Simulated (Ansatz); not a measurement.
AlH3

```yaml
atoms:
  - { symbol: Al, position_ang: [0.0000, 0.0000, 0.0000] }
  - { symbol: H, position_ang: [0.0000, 0.0000, 1.5865] }
  - { symbol: H, position_ang: [1.3740, 0.0000, -0.7933] }
  - { symbol: H, position_ang: [-1.3740, 0.0000, -0.7933] }
```

Computed with Ansatz 0.2.0, RKS r2SCANh-D4/def2-SVP.

What can the converged electron density and electron localisation function tell about the bonding?

Answer. Al–H (1.59 Å): the density is about 0.54 e/Å³ at the midpoint; the ELF climbs to about 1 towards the hydrogen.

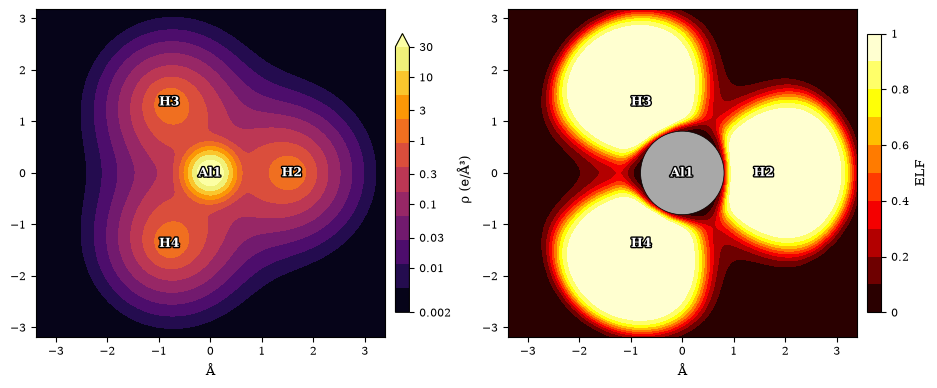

Computed electron density and electron localisation function on the molecular plane, in this order. Grey discs cover the atomic cores in the ELF map. 
